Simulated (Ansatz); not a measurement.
# AlF2H6N: two geometries relaxed, part 2 of 2

Are the two ends of the reaction (exchange6) separate minima, and which lies lower? Each is relaxed from a guess. Meant to form: Al1–N6, H5–F8, H7–F2; to break: Al1–F2, H5–N6, H7–F8. The start is a guess near the saddle point, from which both ends are pulled out.

Ansatz 0.2.0; RKS CAM-B3LYP/cc-pVDZ. The steps go on from the part before.

## (4) Pulling towards end B

Springs on the bonds that form and break draw the guess towards this end; the thresholds are loose.

Contents of input.yaml:

```yaml
crystal:
  periodic: [false, false, false]
  atoms:
    - { symbol: Al, position_ang: [-0.6366, 0.6317, -1.1487] }
    - { symbol: F, position_ang: [-1.0991, -1.3305, -0.5244] }
    - { symbol: H, position_ang: [0.0617, 0.5519, -2.5141] }
    - { symbol: H, position_ang: [-1.8563, 1.5449, -0.9495] }
    - { symbol: H, position_ang: [0.6577, -0.596, 1.0983] }
    - { symbol: "N", position_ang: [0.7686, 0.6351, 0.5924] }
    - { symbol: H, position_ang: [-0.4781, -1.748, 0.4116] }
    - { symbol: F, position_ang: [0.3135, -1.7332, 1.3092] }
    - { symbol: H, position_ang: [0.519, 1.2688, 1.344] }
    - { symbol: H, position_ang: [1.7497, 0.7753, 0.381] }
basis:
  gaussian: { orbitals: cc-pVDZ }
hamiltonian:
  xc: cam_b3lyp
relax:
  f_tol: 0.15
  max_steps: 25
  restrain:
    - { distance: [0, 5], at: 1.92, k: 30.0 }
    - { distance: [4, 7], at: 0.88, k: 30.0 }
    - { distance: [6, 1], at: 0.88, k: 30.0 }
    - { distance: [0, 1], at: 3.08, k: 30.0 }
    - { distance: [4, 5], at: 2.32, k: 30.0 }
    - { distance: [6, 7], at: 2.18, k: 30.0 }
```

Command:

```console
$ ansatz run input.yaml --threads 2 --pin off --max-ram 3072MiB --backend cpu --events-out ev --progress --plain --runs-dir out
```

Output:

```text
Warning: RAYON_NUM_THREADS=2 ignored (pool sized by the plan → 2); use --threads N
The last accepted step is kept in <dir> (removed where the run ends without a failure and the disk answers)
Engine: ansatz 0.2.0, x86_64-unknown-linux-gnu
Functional definition: CAM-B3LYP
  parameter alpha = 0.19
  parameter beta = 0.46
  parameter omega = 0.33/bohr
  parameter ac = 0.81
  exchange = (1 - alpha - beta)*b88_x + beta*b88_x_sr(omega) + alpha*exact_x + beta*exact_x_lr(omega)
  correlation = (1 - ac)*vwn5_c + ac*lyp_c
971 factors; integrals over basis functions are off by at most 2.6e-4 eV
322 factors; integrals over basis functions are off by at most 8.8e-7 eV
mean field evaluation 1: about -13613.5004 eV, gradient 5.3e1 eV
mean field evaluation 2: about -13612.1822 eV, gradient 5.9e1 eV
mean field evaluation 4: about -13618.3820 eV, gradient 2.5e0 eV
mean field evaluation 8: about -13618.4065 eV, gradient 1.2e-1 eV
mean field -13618.40651128 eV, -500.4672084022 hartree, gradient 1.8e-5 eV, S^2 0.000000; 0 other end points of the search recorded, 0 dependent functions left out
the calculation of the forces begins
reference -13618.40663857 eV, -500.4672130798 hartree; 22, 22 occupied and 68, 68 virtual orbitals, 971 factors
relax step   1: F+E_penalty+E_count = -13618.40651128 eV  Δ(F+E_penalty+E_count) = +0.000e0 eV  max|allowed force component| = 2.354e0 eV/Å  E_restraint = 47.76709202 eV  max|allowed force component, restraints' pulls added| = 3.462e1 eV/Å  Δτ_max = 0.0000 Å  (25 SCF iters, accepted)
  distance Al 0 - N 5 = 2.2374 Å
  distance H 4 - F 7 = 1.2067 Å
  distance H 6 - F 1 = 1.1984 Å
  distance Al 0 - F 1 = 2.1104 Å
  distance H 4 - N 5 = 1.3356 Å
  distance H 6 - F 7 = 1.1969 Å
these checks for a lower state are left out or cut short: starts, cluster_reference, orbital_swaps, neighbouring_geometries, increment
971 factors; integrals over basis functions are off by at most 5.3e-4 eV
322 factors; integrals over basis functions are off by at most 8.8e-7 eV
mean field evaluation 16: about -13615.8470 eV, gradient 2.2e1 eV
mean field -13617.89862110 eV, -500.4485437821 hartree, gradient 9.2e-6 eV, S^2 0.000000; 0 other end points of the search recorded, 0 dependent functions left out
the calculation of the forces begins
reference -13617.89875011 eV, -500.4485485233 hartree; 22, 22 occupied and 68, 68 virtual orbitals, 971 factors
relax step   2: F+E_penalty+E_count = -13617.89862110 eV  Δ(F+E_penalty+E_count) = +5.079e-1 eV  max|allowed force component| = 2.278e0 eV/Å  E_restraint = 19.71822985 eV  max|allowed force component, restraints' pulls added| = 2.266e1 eV/Å  Δτ_max = 0.1950 Å  (34 SCF iters, accepted)
  distance Al 0 - N 5 = 2.0585 Å
  distance H 4 - F 7 = 1.0448 Å
  distance H 6 - F 1 = 1.0122 Å
  distance Al 0 - F 1 = 2.4758 Å
  distance H 4 - N 5 = 1.6775 Å
  distance H 6 - F 7 = 1.4924 Å
these checks for a lower state are left out or cut short: starts, cluster_reference, orbital_swaps, neighbouring_geometries, increment
971 factors; integrals over basis functions are off by at most 7.7e-4 eV
322 factors; integrals over basis functions are off by at most 9.4e-7 eV
mean field -13616.88299390 eV, -500.4112201709 hartree, gradient 7.5e-5 eV, S^2 0.000000; 0 other end points of the search recorded, 0 dependent functions left out
the calculation of the forces begins
reference -13616.88312266 eV, -500.4112249028 hartree; 22, 22 occupied and 68, 68 virtual orbitals, 971 factors
relax step   3: F+E_penalty+E_count = -13616.88299390 eV  Δ(F+E_penalty+E_count) = +1.016e0 eV  max|allowed force component| = 7.180e0 eV/Å  E_restraint = 3.87186185 eV  max|allowed force component, restraints' pulls added| = 9.290e0 eV/Å  Δτ_max = 0.1946 Å  (30 SCF iters, accepted)
  distance Al 0 - N 5 = 1.9133 Å
  distance H 4 - F 7 = 0.8576 Å
  distance H 6 - F 1 = 0.8270 Å
  distance Al 0 - F 1 = 2.8053 Å
  distance H 4 - N 5 = 2.0501 Å
  distance H 6 - F 7 = 1.8538 Å
these checks for a lower state are left out or cut short: starts, cluster_reference, orbital_swaps, neighbouring_geometries, increment
971 factors; integrals over basis functions are off by at most 7.7e-4 eV
322 factors; integrals over basis functions are off by at most 1.2e-6 eV
mean field evaluation 32: about -13617.2173 eV, gradient 2.6e-1 eV
mean field -13617.21768410 eV, -500.4235198089 hartree, gradient 1.2e-5 eV, S^2 0.000000; 0 other end points of the search recorded, 0 dependent functions left out
the calculation of the forces begins
reference -13617.21781087 eV, -500.4235244677 hartree; 22, 22 occupied and 68, 68 virtual orbitals, 971 factors
relax step   4: F+E_penalty+E_count = -13617.21768410 eV  Δ(F+E_penalty+E_count) = -3.347e-1 eV  max|allowed force component| = 2.001e0 eV/Å  E_restraint = 0.30170885 eV  max|allowed force component, restraints' pulls added| = 1.937e0 eV/Å  Δτ_max = 0.1952 Å  (29 SCF iters, accepted)
  distance Al 0 - N 5 = 1.8737 Å
  distance H 4 - F 7 = 0.9068 Å
  distance H 6 - F 1 = 0.9038 Å
  distance Al 0 - F 1 = 3.0198 Å
  distance H 4 - N 5 = 2.2458 Å
  distance H 6 - F 7 = 2.0931 Å
these checks for a lower state are left out or cut short: starts, cluster_reference, orbital_swaps, neighbouring_geometries, increment
971 factors; integrals over basis functions are off by at most 7.9e-4 eV
322 factors; integrals over basis functions are off by at most 1.4e-6 eV
mean field -13617.27185033 eV, -500.4255103813 hartree, gradient 1.8e-5 eV, S^2 0.000000; 0 other end points of the search recorded, 0 dependent functions left out
the calculation of the forces begins
reference -13617.27197925 eV, -500.4255151189 hartree; 22, 22 occupied and 68, 68 virtual orbitals, 971 factors
relax step   5: F+E_penalty+E_count = -13617.27185033 eV  Δ(F+E_penalty+E_count) = -5.417e-2 eV  max|allowed force component| = 1.656e0 eV/Å  E_restraint = 0.08193373 eV  max|allowed force component, restraints' pulls added| = 1.678e0 eV/Å  Δτ_max = 0.1949 Å  (28 SCF iters, accepted)
  distance Al 0 - N 5 = 1.8715 Å
  distance H 4 - F 7 = 0.9138 Å
  distance H 6 - F 1 = 0.9140 Å
  distance Al 0 - F 1 = 3.0679 Å
  distance H 4 - N 5 = 2.2972 Å
  distance H 6 - F 7 = 2.1678 Å
these checks for a lower state are left out or cut short: starts, cluster_reference, orbital_swaps, neighbouring_geometries, increment
971 factors; integrals over basis functions are off by at most 7.6e-4 eV
322 factors; integrals over basis functions are off by at most 1.4e-6 eV
mean field -13617.31572582 eV, -500.4271227759 hartree, gradient 8.5e-5 eV, S^2 0.000000; 0 other end points of the search recorded, 0 dependent functions left out
the calculation of the forces begins
reference -13617.31585532 eV, -500.4271275348 hartree; 22, 22 occupied and 68, 68 virtual orbitals, 971 factors
relax step   6: F+E_penalty+E_count = -13617.31572582 eV  Δ(F+E_penalty+E_count) = -4.388e-2 eV  max|allowed force component| = 1.495e0 eV/Å  E_restraint = 0.07522697 eV  max|allowed force component, restraints' pulls added| = 4.268e-1 eV/Å  Δτ_max = 0.1793 Å  (31 SCF iters, accepted)
  distance Al 0 - N 5 = 1.8790 Å
  distance H 4 - F 7 = 0.9161 Å
  distance H 6 - F 1 = 0.9162 Å
  distance Al 0 - F 1 = 3.0684 Å
  distance H 4 - N 5 = 2.3014 Å
  distance H 6 - F 7 = 2.1645 Å
these checks for a lower state are left out or cut short: starts, cluster_reference, orbital_swaps, neighbouring_geometries, increment
971 factors; integrals over basis functions are off by at most 7.6e-4 eV
322 factors; integrals over basis functions are off by at most 1.3e-6 eV
mean field -13617.36294418 eV, -500.4288580185 hartree, gradient 1.2e-5 eV, S^2 0.000000; 0 other end points of the search recorded, 0 dependent functions left out
the calculation of the forces begins
reference -13617.36307251 eV, -500.4288627345 hartree; 22, 22 occupied and 68, 68 virtual orbitals, 971 factors
relax step   7: F+E_penalty+E_count = -13617.36294418 eV  Δ(F+E_penalty+E_count) = -4.722e-2 eV  max|allowed force component| = 1.512e0 eV/Å  E_restraint = 0.06933443 eV  max|allowed force component, restraints' pulls added| = 5.837e-2 eV/Å  Δτ_max = 0.1770 Å  (28 SCF iters, accepted)
  distance Al 0 - N 5 = 1.8814 Å
  distance H 4 - F 7 = 0.9168 Å
  distance H 6 - F 1 = 0.9146 Å
  distance Al 0 - F 1 = 3.0689 Å
  distance H 4 - N 5 = 2.3033 Å
  distance H 6 - F 7 = 2.1665 Å
971 factors; integrals over basis functions are off by at most 7.6e-4 eV
322 factors; integrals over basis functions are off by at most 1.3e-6 eV
mean field evaluation 64: about -13617.3488 eV, gradient 2.2e-1 eV
mean field -13617.36294418 eV, -500.4288580185 hartree, gradient 1.2e-5 eV, S^2 0.000000; 1 other end points of the search recorded, 0 dependent functions left out
the calculation of the forces begins
reference -13617.36307251 eV, -500.4288627345 hartree; 22, 22 occupied and 68, 68 virtual orbitals, 971 factors
Total energy: -13617.36307251 eV, -500.4288627345 hartree
Atom 0 at    -0.400689     1.006770    -1.073127 Å, force     0.655740    -0.231724     0.969966 eV/Å
Atom 1 at    -1.398785    -1.859954    -0.621516 Å, force    -0.374813     0.729425    -0.853255 eV/Å
Atom 2 at     0.197939     0.543104    -2.458810 Å, force     0.004494    -0.001065     0.031499 eV/Å
Atom 3 at    -1.843743     1.577014    -0.790327 Å, force    -0.025281    -0.035451    -0.000350 eV/Å
Atom 4 at     0.709390    -0.997031     1.395620 Å, force     0.245189     1.511750    -0.536655 eV/Å
Atom 5 at     0.793744     1.068119     0.379244 Å, force    -0.756931    -0.498832    -0.706903 eV/Å
Atom 6 at    -0.959782    -2.205500     0.102660 Å, force     0.771732    -0.331321     1.100626 eV/Å
Atom 7 at     0.522039    -1.859161     1.644789 Å, force    -0.513307    -1.131418     0.017342 eV/Å
Atom 8 at     0.582145     1.627548     1.202355 Å, force    -0.058366     0.033095     0.010884 eV/Å
Atom 9 at     1.797841     1.099091     0.218913 Å, force     0.051542    -0.044458    -0.033154 eV/Å
Dipole moment:     0.313477     0.350257     0.187353 e Å
```

It took 7.2 s on 2 threads of AMD EPYC 9R45 (Zen 5), shared host; peak memory 0.22 GiB.

The steps of the relaxation:

```csv
step,energy from step 1 (eV),largest force component (eV/Å)
1,0.0000,2.3544
2,0.5079,2.2775
3,1.5235,7.1804
4,1.1888,2.0010
5,1.1347,1.6563
6,1.0908,1.4946
7,1.0436,1.5117
```

Step 1 is the start. Energies and forces in the table leave out the springs, which the log lists apart; the run stops on the force with the springs' pull added.

After: Bond lengths: Al1–H3 1.579 Å, Al1–H4 1.577 Å, Al1–N6 1.881 Å, F2–H7 0.915 Å, H5–F8 0.917 Å, N6–H9 1.017 Å, N6–H10 1.017 Å. Angles: H3–Al1–H4 127.6°, H3–Al1–N6 116.5°, H4–Al1–N6 115.5°, Al1–N6–H9 120.7°, Al1–N6–H10 120.4°, H9–N6–H10 108.4°.

Pairs that crossed the distance rule for bonds on the way: came closer F2–H7, H5–F8; moved apart Al1–F2.

## (5) End point B

It starts where the restrained run ended.

Contents of input.yaml:

```yaml
crystal:
  periodic: [false, false, false]
  atoms:
    - { symbol: Al, position_ang: [-0.400689, 1.00677, -1.073127] }
    - { symbol: F, position_ang: [-1.398785, -1.859954, -0.621516] }
    - { symbol: H, position_ang: [0.197939, 0.543104, -2.45881] }
    - { symbol: H, position_ang: [-1.843743, 1.577014, -0.790327] }
    - { symbol: H, position_ang: [0.70939, -0.997031, 1.39562] }
    - { symbol: "N", position_ang: [0.793744, 1.068119, 0.379244] }
    - { symbol: H, position_ang: [-0.959782, -2.2055, 0.10266] }
    - { symbol: F, position_ang: [0.522039, -1.859161, 1.644789] }
    - { symbol: H, position_ang: [0.582145, 1.627548, 1.202355] }
    - { symbol: H, position_ang: [1.797841, 1.099091, 0.218913] }
basis:
  gaussian: { orbitals: cc-pVDZ }
hamiltonian:
  xc: cam_b3lyp
relax:
  f_tol: 0.03
  max_steps: 50
output:
  orbitals: {}
```

Command:

```console
$ ansatz run input.yaml --threads 2 --pin off --max-ram 3072MiB --backend cpu --events-out ev --progress --plain --runs-dir out
```

Output, cut to the lines that bear on the results:

```text
Warning: RAYON_NUM_THREADS=2 ignored (pool sized by the plan → 2); use --threads N
[...]
[... 1 set-up line as earlier in the session ...]
[...]
960 factors; integrals over basis functions are off by at most 5.2e-4 eV
322 factors; integrals over basis functions are off by at most 1.3e-6 eV
[...]
mean field -13617.36294273 eV, -500.4288579653 hartree, gradient 3.7e-5 eV, S^2 0.000000; 0 other end points of the search recorded, 0 dependent functions left out
[...]
reference -13617.36307263 eV, -500.4288627390 hartree; 22, 22 occupied and 68, 68 virtual orbitals, 960 factors
relax step   1: F+E_penalty+E_count = -13617.36294273 eV  Δ(F+E_penalty+E_count) = +0.000e0 eV  max|allowed force component| = 1.512e0 eV/Å  Δτ_max = 0.0000 Å  (25 SCF iters, accepted)
[...]
Total energy: -13620.03256300 eV, -500.5269647007 hartree
Atom 0 at    -0.638614     0.449159    -1.037416 Å, force    -0.006360    -0.012580    -0.004716 eV/Å
Atom 1 at    -1.107380    -1.199016    -0.631942 Å, force    -0.004092     0.019974    -0.015469 eV/Å
Atom 2 at     0.258891     0.498227    -2.344201 Å, force     0.004291     0.000297    -0.004703 eV/Å
Atom 3 at    -1.785979     1.486987    -0.688488 Å, force    -0.004659     0.004863     0.003116 eV/Å
Atom 4 at     0.700584    -0.275837     1.002503 Å, force    -0.005235    -0.014880     0.002721 eV/Å
Atom 5 at     0.701853     0.634999     0.503136 Å, force     0.007971    -0.000564     0.012352 eV/Å
Atom 6 at    -0.419477    -1.837177     0.531536 Å, force    -0.004866    -0.006008    -0.002732 eV/Å
Atom 7 at     0.175737    -1.934917     1.285382 Å, force     0.017295     0.004307     0.018158 eV/Å
Atom 8 at     0.454291     1.358995     1.181154 Å, force    -0.005584     0.003915    -0.000500 eV/Å
Atom 9 at     1.660193     0.818580     0.198138 Å, force     0.001240     0.000677    -0.008225 eV/Å
Dipole moment:     0.574764     0.541292     0.403892 e Å
```

Run time: 12 s. Hardware: 2 threads of AMD EPYC 9R45 (Zen 5), shared host; peak memory 0.23 GiB.

Relaxation path:

```csv
step,energy from step 1 (eV),largest force component (eV/Å)
1,0.0000,1.5117
2,-0.3740,0.7649
3,-0.7931,0.6664
4,-1.2010,0.7409
5,-1.5046,0.7782
6,-1.9113,1.5706
7,-1.9504,6.6567
8,-2.3398,2.3781
9,-2.5758,0.8458
10,-2.6040,0.3954
11,-2.6623,0.3308
12,-2.6684,0.1051
13,-2.6695,0.0200
```

Step 1 is the start.

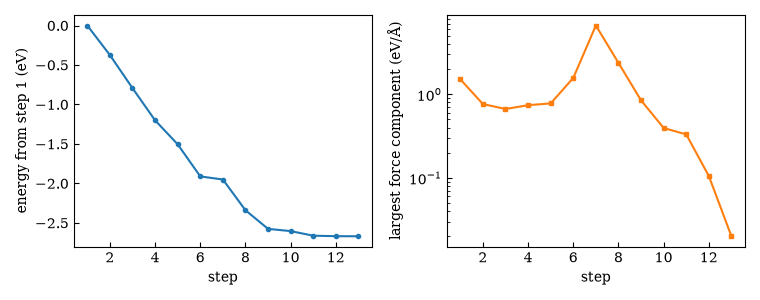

Energy and largest force along the relaxation.

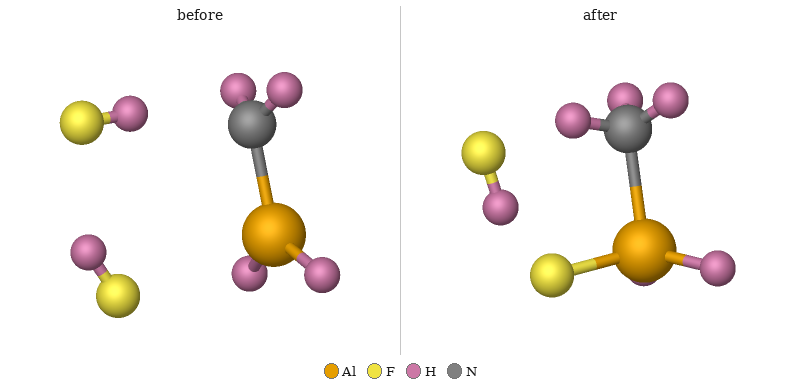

The structure before (left) and after (right), drawn at the same scale.

After: Bond lengths: Al1–F2 1.761 Å, Al1–H3 1.586 Å, Al1–H4 1.586 Å, Al1–N6 2.051 Å, H5–N6 1.039 Å, H7–F8 0.965 Å, N6–H9 1.022 Å, N6–H10 1.022 Å. Angles: F2–Al1–H3 111.7°, F2–Al1–H4 111.7°, F2–Al1–N6 94.9°, H3–Al1–H4 124.8°, H3–Al1–N6 104.3°, H4–Al1–N6 104.4°, Al1–N6–H5 106.3°, Al1–N6–H9 113.8°, Al1–N6–H10 113.9°, H5–N6–H9 107.6°, H5–N6–H10 107.6°, H9–N6–H10 107.3°.

Pairs that crossed the distance rule for bonds on the way: came closer Al1–F2, H5–N6, H7–F8; moved apart F2–H7, H5–F8.

## (6) Results

What follows sums up all 2 parts.

| quantity | value |
| --- | --- |
| end A | 7 moves, 1.399 eV lower |
| end B | 12 moves, 2.669 eV lower |
| largest difference between the ends | 0.01 Å |
| end B relative to end A | +0.000 eV |

**Reading.** The two relaxations end at one structure, within 0.01 Å: no second minimum was found from this start, which doesn't rule one out.
